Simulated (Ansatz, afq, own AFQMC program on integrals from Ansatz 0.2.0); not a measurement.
# NH4+ (singlet): quantum Monte Carlo beside coupled cluster, 6-31G, part 2 of 2

Ansatz 0.2.0, Gaussian basis, and an in-house AFQMC program (afq) on its integrals; all values are calculated; 6-31G, frozen cores.

## (13) CCSD(T) on RHF

Input file in.yaml:

```yaml
crystal:
  periodic: [false, false, false]
  atoms:
    - {symbol: N, position_ang: [0.000000, 0.000000, 0.000000]}
    - {symbol: H, position_ang: [0.590343, 0.592302, 0.590214]}
    - {symbol: H, position_ang: [-0.592921, -0.588246, 0.591684]}
    - {symbol: H, position_ang: [-0.588983, 0.589598, -0.594267]}
    - {symbol: H, position_ang: [0.591561, -0.593654, -0.587631]}
basis:
  gaussian: {orbitals: def2-TZVPP}
total_charge: 1
magnetization: {spin_polarized: false}
correlation: {method: ccsd_t, electrons: outside_noble_gas}
```

Run with:

```console
$ ansatz run in.yaml --threads 1 --pin off --events-out ev --progress --plain --max-ram 1843MiB
```

The log of the run:

```text
Functional definition: HF
  name "HF"
  cite "Fock, Z. Phys. 61, 126 (1930) doi:10.1007/BF01340294"
  parent pbe
  exchange = exact_x
  correlation = 0
491 factors; integrals over basis functions are off by at most 7.1e-4 eV
mean field evaluation 1: about -1534.7986 eV, gradient 5.1e1 eV
mean field evaluation 2: about -1534.7986 eV, gradient 5.1e1 eV
mean field evaluation 4: about -1539.2267 eV, gradient 1.8e0 eV
mean field evaluation 8: about -1539.2405 eV, gradient 2.9e-4 eV
mean field evaluation 16: about -1539.2402 eV, gradient 2.9e-1 eV
mean field -1539.24048839 eV, -56.5660446136 hartree, gradient 2.4e-6 eV, S^2 0.000000; 0 other end points of the search recorded, 0 dependent functions left out
1 core orbitals not correlated: weight in the atoms' cores, before any rotation towards them, 1.000 or more for the frozen orbitals, at most 0.000 for the correlated occupied ones
reference -1539.24048839 eV, -56.5660446136 hartree; 4, 4 occupied and 82, 82 virtual orbitals, 491 factors
second order -6.21655066 eV of doubles, -0.00000000 eV of singles
cycle   1  -6.48726150 eV  change   -2.7e-1 eV  update   3.6e-2
cycle   2  -6.61863750 eV  change   -1.3e-1 eV  update   1.1e-2
cycle   3  -6.63442655 eV  change   -1.6e-2 eV  update   3.2e-3
cycle   4  -6.63502878 eV  change   -6.0e-4 eV  update   7.3e-4
cycle   5  -6.63535401 eV  change   -3.3e-4 eV  update   1.5e-4
cycle   6  -6.63536670 eV  change   -1.3e-5 eV  update   3.0e-5
cycle   7  -6.63537728 eV  change   -1.1e-5 eV  update   4.3e-6
cycle   8  -6.63537747 eV  change   -1.9e-7 eV  update   6.5e-7
perturbative correction -0.17715217 eV, -0.0065102223 hartree
Total energy: -1546.05301803 eV, -56.8164004603 hartree
```

It took 1.1 s on 1 thread of Intel Xeon 6975P-C (Granite Rapids), shared host.

From the report: correlation -6.8125 eV; T1 0.005; largest double amplitude 0.03.

## (14) CCSD(T) on RHF

Changes to in.yaml since step 13:

```diff
@@ -9,3 +9,3 @@
 basis:
-  gaussian: {orbitals: def2-TZVPP}
+  gaussian: {orbitals: "def2-QZVPP.json"}
 total_charge: 1
```

The command is unchanged.

The log of the run:

```text
Functional definition: HF
  name "HF"
  cite "Fock, Z. Phys. 61, 126 (1930) doi:10.1007/BF01340294"
  parent pbe
  exchange = exact_x
  correlation = 0
1040 factors; integrals over basis functions are off by at most 5.3e-4 eV
mean field evaluation 1: about -1534.5587 eV, gradient 5.3e1 eV
mean field evaluation 2: about -1534.5614 eV, gradient 5.3e1 eV
mean field evaluation 4: about -1539.2972 eV, gradient 1.8e0 eV
mean field evaluation 8: about -1539.3125 eV, gradient 3.2e-4 eV
mean field evaluation 16: about -1539.3121 eV, gradient 2.9e-1 eV
mean field -1539.31249185 eV, -56.5686906922 hartree, gradient 1.4e-6 eV, S^2 0.000000; 0 other end points of the search recorded, 0 dependent functions left out
1 core orbitals not correlated: weight in the atoms' cores, before any rotation towards them, 1.000 or more for the frozen orbitals, at most 0.000 for the correlated occupied ones
reference -1539.31249185 eV, -56.5686906922 hartree; 4, 4 occupied and 172, 172 virtual orbitals, 1040 factors
second order -6.63138554 eV of doubles, -0.00000000 eV of singles
cycle   1  -6.82745228 eV  change   -2.0e-1 eV  update   3.6e-2
cycle   2  -6.96247262 eV  change   -1.4e-1 eV  update   1.1e-2
cycle   3  -6.98139467 eV  change   -1.9e-2 eV  update   3.5e-3
cycle   4  -6.98159450 eV  change   -2.0e-4 eV  update   7.6e-4
cycle   5  -6.98210451 eV  change   -5.1e-4 eV  update   1.6e-4
cycle   6  -6.98210553 eV  change   -1.0e-6 eV  update   3.7e-5
cycle   7  -6.98211573 eV  change   -1.0e-5 eV  update   5.0e-6
cycle   8  -6.98211761 eV  change   -1.9e-6 eV  update   8.0e-7
perturbative correction -0.19925652 eV, -0.0073225421 hartree
Total energy: -1546.49386598 eV, -56.8326013236 hartree
```

Run time: 11 s. Hardware: 1 thread of Intel Xeon 6975P-C (Granite Rapids), shared host; peak memory 1.3 GiB.

From the report: correlation -7.1814 eV; T1 0.005; largest double amplitude 0.03.

## (15) Phaseless AFQMC, CISD trial on RHF

It reads the integrals that the CCSD(T) run on this determinant wrote.

Run with:

```console
$ afq ham --method phaseless --trial cisd --walkers 200 --populations 1 --least-time 40 --time-step 0.005 --steps-per-block 50 --equilibration-blocks 28 --max-blocks 300 --target-error 0.00034 --factor-cut 1e-05 --seed 7313 --release-times 0.24,0.51,0.99,1.62,2.4 --release-step 0.03 --release-every 4 --taylor-order 6
```

The log of the run:

```text
orbitals 16  electrons 4 4  factors 107 of 260
reference energy -56.51604988 Eh
CCSD correlation -0.13262408 Eh in 8 cycles, weight of the determinant in the CISD state 0.9513
energy of the start -56.648674 Eh
 block  time / (1/Eh)  mean weight  energy / Eh
     1     0.250  1.0001  -56.647487
     2     0.500  0.9998  -56.648104
     3     0.750  0.9999  -56.649438
     4     1.000  1.0002  -56.650102
     5     1.250  0.9993  -56.649703
     6     1.500  0.9998  -56.648671
     7     1.750  1.0006  -56.650685
     8     2.000  1.0005  -56.649894
     9     2.250  0.9992  -56.650757
    10     2.500  1.0000  -56.649972
    13     3.250  1.0006  -56.648681
    17     4.250  0.9991  -56.649041
    21     5.250  0.9994  -56.648879
    25     6.250  0.9988  -56.648848
    29     7.250  1.0006  -56.649331
    33     8.250  0.9988  -56.651159
    37     9.250  0.9990  -56.650422
    41    10.250  0.9998  -56.650632
    45    11.250  0.9990  -56.649780
    49    12.250  1.0003  -56.649400
    53    13.250  1.0006  -56.649673
    57    14.250  0.9991  -56.651392
    61    15.250  0.9991  -56.648630
    65    16.250  0.9987  -56.651386
    69    17.250  0.9999  -56.649849
    73    18.250  0.9999  -56.650557
    77    19.250  0.9999  -56.650773
    81    20.250  1.0009  -56.651833
    85    21.250  1.0001  -56.649142
    89    22.250  1.0003  -56.649968
    93    23.250  1.0007  -56.649890
    97    24.250  1.0011  -56.652432
   101    25.250  0.9995  -56.649203
   105    26.250  0.9999  -56.650116
   109    27.250  1.0003  -56.653192
   113    28.250  0.9997  -56.649383
   117    29.250  0.9986  -56.649918
   121    30.250  0.9994  -56.649636
   125    31.250  1.0001  -56.648863
   129    32.250  1.0004  -56.648979
   133    33.250  0.9999  -56.649841
   137    34.250  0.9991  -56.650500
   141    35.250  0.9998  -56.650617
   145    36.250  1.0007  -56.651963
   149    37.250  0.9999  -56.650134
   153    38.250  1.0013  -56.649418
   157    39.250  1.0005  -56.651494
   161    40.250  1.0000  -56.651031
   165    41.250  1.0012  -56.649685
   169    42.250  1.0005  -56.651767
   173    43.250  1.0002  -56.651172
   177    44.250  1.0008  -56.651446
   181    45.250  0.9993  -56.650940
   185    46.250  1.0001  -56.651564
blocks merged  error / Eh  count
     1  0.000146  160
     2  0.000163  80
     4  0.000178  40
     8  0.000185  20
    16  0.000166  10
released: time / (1/Eh)  energy / Eh  error  mean overlap
  0.24  -56.650383  0.000151  1.0043
  0.51  -56.650584  0.000124  0.9989
  0.99  -56.650379  0.000100  0.9918
  1.62  -56.650528  0.000131  0.9822
  2.40  -56.650319  0.000132  0.9874
energy -56.650449 +/- 0.000185 Eh
```

Wall time 49 s (1 thread of Intel Xeon 6975P-C (Granite Rapids), shared host).

Energy -1541.5372 ± 0.0050 eV. Caveats: constraint bias not in the error.

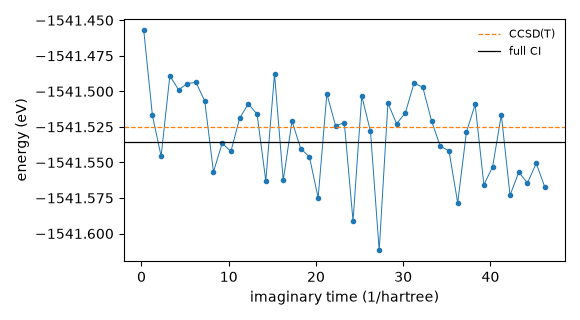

Block energies along the walk.

## (16) Phaseless AFQMC, single-determinant trial on RHF

It reads the integrals that the CCSD(T) run on this determinant wrote.

Run with:

```console
$ afq ham --method phaseless --trial hf --walkers 400 --populations 1 --least-time 40 --time-step 0.005 --steps-per-block 20 --equilibration-blocks 112 --max-blocks 600 --target-error 0.00102 --factor-cut 1e-05 --seed 4283 --taylor-order 6
```

The log of the run:

```text
orbitals 16  electrons 4 4  factors 107 of 260
reference energy -56.51604988 Eh
CCSD correlation -0.13262408 Eh in 8 cycles, weight of the determinant in the CISD state 0.9513
energy of the start -56.516050 Eh
 block  time / (1/Eh)  mean weight  energy / Eh
     1     0.100  1.0001  -56.550518
     2     0.200  1.0007  -56.571739
     3     0.300  1.0014  -56.592002
     4     0.400  1.0012  -56.602598
     5     0.500  1.0017  -56.617457
     6     0.600  1.0017  -56.625873
     7     0.700  1.0010  -56.631266
     8     0.800  0.9999  -56.643374
     9     0.900  1.0007  -56.649406
    10     1.000  1.0005  -56.651699
    15     1.500  0.9996  -56.640336
    29     2.900  1.0006  -56.646090
    43     4.300  1.0001  -56.636752
    57     5.700  1.0004  -56.639897
    71     7.100  1.0005  -56.650499
    85     8.500  0.9997  -56.669210
    99     9.900  0.9999  -56.663306
   113    11.300  1.0003  -56.652289
   127    12.700  0.9997  -56.637522
   141    14.100  0.9994  -56.642149
   155    15.500  1.0011  -56.665106
   169    16.900  0.9998  -56.638937
   183    18.300  1.0012  -56.660366
   197    19.700  1.0008  -56.662242
   211    21.100  0.9999  -56.653829
   225    22.500  1.0005  -56.643477
   239    23.900  1.0000  -56.652601
   253    25.300  0.9992  -56.651461
   267    26.700  1.0000  -56.642090
   281    28.100  0.9991  -56.642305
   295    29.500  1.0012  -56.654953
   309    30.900  1.0007  -56.647443
   323    32.300  0.9996  -56.658691
   337    33.700  1.0000  -56.657166
   351    35.100  1.0005  -56.659327
   365    36.500  0.9988  -56.660155
   379    37.900  1.0002  -56.650441
   393    39.300  1.0002  -56.656671
   407    40.700  0.9996  -56.661144
   421    42.100  1.0009  -56.657350
   435    43.500  0.9992  -56.654983
   449    44.900  1.0004  -56.670787
   463    46.300  1.0008  -56.654670
   477    47.700  0.9995  -56.657593
   491    49.100  1.0002  -56.660104
   505    50.500  1.0001  -56.673558
   519    51.900  1.0003  -56.660378
   533    53.300  1.0005  -56.635906
   547    54.700  1.0009  -56.644767
   561    56.100  1.0000  -56.668461
blocks merged  error / Eh  count
     1  0.000461  450
     2  0.000608  225
     4  0.000782  112
     8  0.000929  56
    16  0.000995  28
    32  0.001199  14
energy -56.652038 +/- 0.000995 Eh
```

It took 70 s on 1 thread of Intel Xeon 6975P-C (Granite Rapids), shared host.

Energy -1541.5805 ± 0.0271 eV. Caveats: constraint bias not in the error. The error still grows with block length (0.0253 to 0.0326 eV), so the bar may be too small.

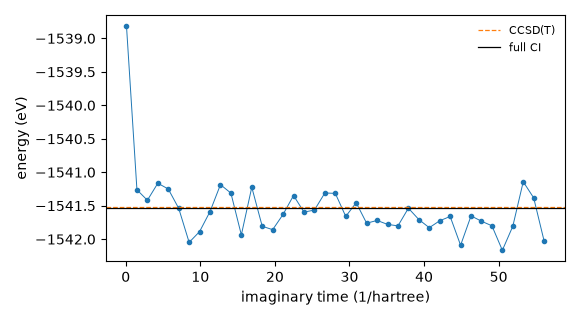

Block energies along the walk.

## (17) Free-projection AFQMC, CISD trial on RHF

It reads the integrals that the CCSD(T) run on this determinant wrote.

Run with:

```console
$ afq ham --method free --trial cisd --walkers 200 --time-step 0.03 --max-blocks 80 --target-error 0.00034 --factor-cut 1e-05 --seed 3137 --times 0,0.3,0.6,1.2,1.8,2.4,3.6,4.8,6 --taylor-order 8
```

The log of the run:

```text
orbitals 16  electrons 4 4  factors 107 of 260
reference energy -56.51604988 Eh
CCSD correlation -0.13262408 Eh in 8 cycles, weight of the determinant in the CISD state 0.9513
repeat  energy at the last time / Eh  error
    10  -56.651036  0.000407
    20  -56.650642  0.000311
    30  -56.650551  0.000219
time / (1/Eh)  energy / Eh  error  mean overlap
  0.00  -56.648643  0.000186  1.0525
  0.30  -56.649997  0.000151  1.0473
  0.60  -56.650176  0.000161  1.0461
  1.20  -56.650296  0.000123  1.0539
  1.80  -56.650420  0.000114  1.0528
  2.40  -56.650157  0.000108  1.0596
  3.60  -56.650440  0.000155  1.0724
  4.80  -56.650465  0.000185  1.0811
  6.00  -56.650545  0.000211  1.0555
energy -56.650545 +/- 0.000211 Eh
```

Run time: 23 s. Hardware: 1 thread of Intel Xeon 6975P-C (Granite Rapids), shared host.

Energy -1541.5399 ± 0.0057 eV. Caveats: remainder of the start not in the error.

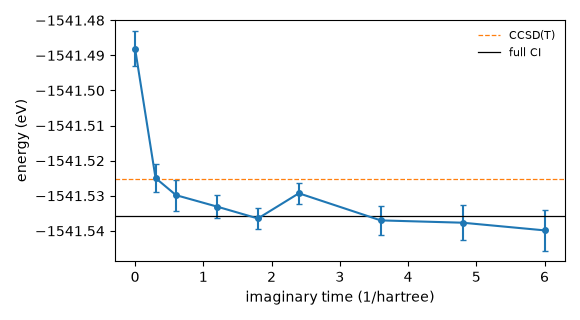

Energy against projection time, with error bars.

## (18) Phaseless AFQMC, first-order trial on RHF (settings varied)

It reads the integrals that the CCSD(T) run on this determinant wrote.

Run with:

```console
$ afq ham --method phaseless --trial mp1 --walkers 10 --populations 1 --least-time 40 --time-step 0.005 --steps-per-block 10 --equilibration-blocks 120 --max-blocks 800 --target-error 0.00068 --factor-cut 1e-06 --seed 3730 --taylor-order 6
```

The log of the run:

```text
orbitals 16  electrons 4 4  factors 122 of 260
reference energy -56.51604988 Eh
CCSD correlation -0.13262403 Eh in 8 cycles, weight of the determinant in the CISD state 0.9513
energy of the start -56.633573 Eh
 block  time / (1/Eh)  mean weight  energy / Eh
     1     0.050  0.9998  -56.634034
     2     0.100  0.9984  -56.636455
     3     0.150  0.9996  -56.637571
     4     0.200  0.9962  -56.637512
     5     0.250  1.0019  -56.638735
     6     0.300  1.0025  -56.639675
     7     0.350  1.0023  -56.639899
     8     0.400  1.0007  -56.640674
     9     0.450  0.9988  -56.642557
    10     0.500  1.0024  -56.642480
    24     1.200  1.0008  -56.649400
    47     2.350  0.9974  -56.641052
    70     3.500  1.0004  -56.653278
    93     4.650  0.9999  -56.650657
   116     5.800  1.0008  -56.644633
   139     6.950  0.9963  -56.652730
   162     8.100  1.0014  -56.654148
   185     9.250  1.0068  -56.652420
   208    10.400  0.9964  -56.642437
   231    11.550  1.0022  -56.654940
   254    12.700  1.0021  -56.648528
   277    13.850  1.0019  -56.653744
   300    15.000  0.9959  -56.650317
   323    16.150  1.0014  -56.646023
   346    17.300  0.9947  -56.647244
   369    18.450  0.9959  -56.652829
   392    19.600  0.9973  -56.648670
   415    20.750  0.9996  -56.646888
   438    21.900  1.0001  -56.650012
   461    23.050  1.0010  -56.648761
   484    24.200  0.9966  -56.650737
   507    25.350  1.0006  -56.646135
   530    26.500  0.9990  -56.649790
   553    27.650  0.9992  -56.646125
   576    28.800  0.9972  -56.658763
   599    29.950  1.0019  -56.651637
   622    31.100  1.0003  -56.648514
   645    32.250  1.0009  -56.649098
   668    33.400  1.0007  -56.673665
   691    34.550  1.0005  -56.657816
   714    35.700  0.9984  -56.674381
   737    36.850  1.0034  -56.659982
   760    38.000  0.9993  -56.655905
   783    39.150  0.9992  -56.648626
   806    40.300  0.9983  -56.654932
   829    41.450  1.0003  -56.648787
   852    42.600  0.9998  -56.649166
   875    43.750  1.0019  -56.646385
   898    44.900  1.0032  -56.644904
blocks merged  error / Eh  count
     1  0.000238  800
     2  0.000327  400
     4  0.000439  200
     8  0.000582  100
    16  0.000766  50
    32  0.000926  25
    64  0.001169  12
energy -56.651761 +/- 0.000926 Eh
```

Run time: 4.4 s. Hardware: 1 thread of Intel Xeon 6975P-C (Granite Rapids), shared host.

Energy -1541.5730 ± 0.0252 eV. Caveats: constraint bias not in the error. The error still grows with block length (0.0209 to 0.0318 eV), so the bar may be too small.

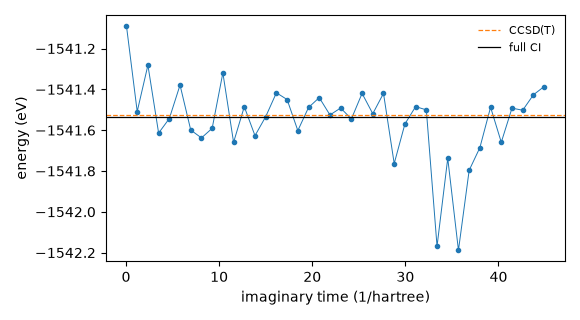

Block energies along the walk.

## (19) Phaseless AFQMC, single-determinant trial on RHF (settings varied)

It reads the integrals that the CCSD(T) run on this determinant wrote.

Run with:

```console
$ afq ham --method phaseless --trial hf --walkers 160 --populations 1 --least-time 40 --time-step 0.005 --steps-per-block 10 --equilibration-blocks 0 --max-blocks 30 --target-error 0.00068 --factor-cut 1e-05 --seed 7455 --taylor-order 8
```

The log of the run:

```text
orbitals 16  electrons 4 4  factors 107 of 260
reference energy -56.51604988 Eh
CCSD correlation -0.13262408 Eh in 8 cycles, weight of the determinant in the CISD state 0.9513
energy of the start -56.516050 Eh
 block  time / (1/Eh)  mean weight  energy / Eh
     1     0.050  0.9995  -56.535867
     2     0.100  1.0018  -56.554735
     3     0.150  1.0012  -56.564658
     4     0.200  1.0012  -56.574771
     5     0.250  1.0011  -56.586901
     6     0.300  1.0003  -56.596481
     7     0.350  1.0004  -56.600067
     8     0.400  0.9998  -56.602260
     9     0.450  1.0008  -56.610993
    10     0.500  0.9995  -56.601418
    11     0.550  0.9991  -56.610484
    12     0.600  1.0009  -56.611877
    13     0.650  0.9999  -56.620629
    14     0.700  1.0014  -56.621950
    15     0.750  1.0000  -56.611139
    16     0.800  0.9993  -56.620711
    17     0.850  1.0001  -56.627968
    18     0.900  1.0005  -56.636340
    19     0.950  0.9998  -56.650820
    20     1.000  0.9996  -56.649801
    21     1.050  1.0012  -56.666540
    22     1.100  0.9999  -56.647951
    23     1.150  0.9997  -56.636333
    24     1.200  1.0005  -56.634022
    25     1.250  0.9995  -56.634952
    26     1.300  1.0009  -56.644274
    27     1.350  0.9988  -56.641113
    28     1.400  1.0006  -56.660463
    29     1.450  1.0012  -56.659757
    30     1.500  1.0013  -56.662826
blocks merged  error / Eh  count
     1  0.006003  30
     2  0.008527  15
energy -56.619268 +/- 0.006003 Eh
```

Wall time 0.8 s (1 thread of Intel Xeon 6975P-C (Granite Rapids), shared host).

Energy -1540.6888 ± 0.1634 eV. The run doesn't count as converged. Caveats: constraint bias not in the error; error not settled; halves of the run differ; error above the target.

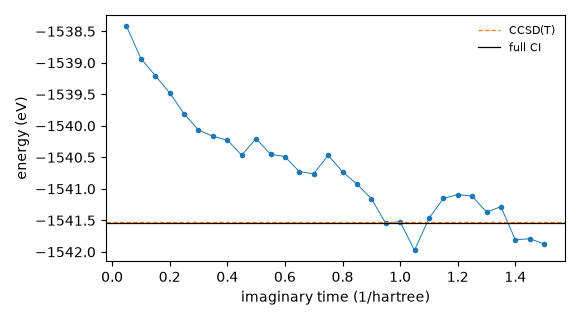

Block energies along the walk.

## (20) UHF

Changes to in.yaml since step 14:

```diff
@@ -9,5 +9,6 @@
 basis:
-  gaussian: {orbitals: "def2-QZVPP.json"}
+  gaussian: {orbitals: 6-31G}
 total_charge: 1
-magnetization: {spin_polarized: false}
-correlation: {method: ccsd_t, electrons: outside_noble_gas}
+magnetization: {spin_polarized: true, initial_magnetization: 0}
+hamiltonian: {xc: hf}
+output: {orbitals: {seedname: orbitals}}
```

Run with:

```console
$ ansatz run in.yaml --threads 1 --pin off --events-out ev --progress --plain --max-ram 1843MiB
```

The log of the run:

```text
Functional definition: HF
  name "HF"
  cite "Fock, Z. Phys. 61, 126 (1930) doi:10.1007/BF01340294"
  parent pbe
  exchange = exact_x
  correlation = 0
260 factors; integrals over basis functions are off by at most 2.3e-4 eV
mean field evaluation 1: about -1534.4401 eV, gradient 3.0e1 eV
mean field evaluation 2: about -1534.4369 eV, gradient 3.0e1 eV
mean field evaluation 4: about -1537.8764 eV, gradient 8.3e-1 eV
mean field evaluation 8: about -1537.8801 eV, gradient 2.4e-6 eV
mean field -1537.88006243 eV, -56.5160498819 hartree, gradient 8.5e-6 eV, S^2 0.000000; 0 other end points of the search recorded, 0 dependent functions left out
reference -1537.88006243 eV, -56.5160498819 hartree; 5, 5 occupied and 12, 12 virtual orbitals, 260 factors
Total energy: -1537.88006243 eV, -56.5160498819 hartree
```

It took 0.09 s on 1 thread of Intel Xeon 6975P-C (Granite Rapids), shared host.

From the report: ⟨S²⟩ of the determinant 0.000 (pure singlet: 0.00).

## (21) AFQMC on the ladder

On the RHF determinant, counted from full CI (exact for this spin and basis):

| level | energy (eV) | from full CI (kcal/mol) | statistical error (kcal/mol) | time |
| --- | --- | --- | --- | --- |
| HF | -1537.8801 | +84.30 |  |  |
| MP2 | -1541.0780 | +10.55 |  |  |
| CCSD | -1541.4889 | +1.08 |  |  |
| CCSD(T) | -1541.5251 | +0.24 |  |  |
| CCSDT(Q) | -1541.5356 | 0.00 |  |  |
| CCSDTQ | -1541.5353 | +0.01 |  |  |
| full CI | -1541.5356 | 0.00 |  |  |
| Phaseless AFQMC, CISD trial, step 0.005, 200 walkers | -1541.5372 | -0.04 | 0.12 | 49 s |
| Phaseless AFQMC, single-determinant trial, step 0.005, 400 walkers | -1541.5805 | -1.03 | 0.62 | 70 s |
| Free-projection AFQMC, CISD trial, step 0.03, 200 walkers | -1541.5399 | -0.10 | 0.13 | 23 s |
| Phaseless AFQMC, first-order trial, step 0.005, 10 walkers | -1541.5730 | -0.86 | 0.58 | 4.4 s |

The functionals' totals stand on their own zeros and serve differences with other points: PBE -1545.875 eV; r2SCAN -1546.887 eV; PBE0 -1546.048 eV; B3LYP -1547.947 eV; wB97M-V -1546.854 eV; B2PLYP -1545.519 eV.

## (22) Summary of results

The summary covers parts 1 to 2.

```
                                                     quantity                  value
                                  CCSD(T) on RHF from full CI         +0.24 kcal/mol
              Phaseless AFQMC, CISD trial on RHF from full CI  -0.04 ± 0.12 kcal/mol
Phaseless AFQMC, single-determinant trial on RHF from full CI  -1.03 ± 0.62 kcal/mol
        Free-projection AFQMC, CISD trial on RHF from full CI  -0.10 ± 0.13 kcal/mol
```

On RHF the phaseless walk with the CISD trial lies -0.04 kcal/mol from full CI, within three error bars. Free projection has no constraint; at the last time it gives -0.10 ± 0.13 kcal/mol. Error bars are statistical and leave out the constraint, the time step and what remains of the start.
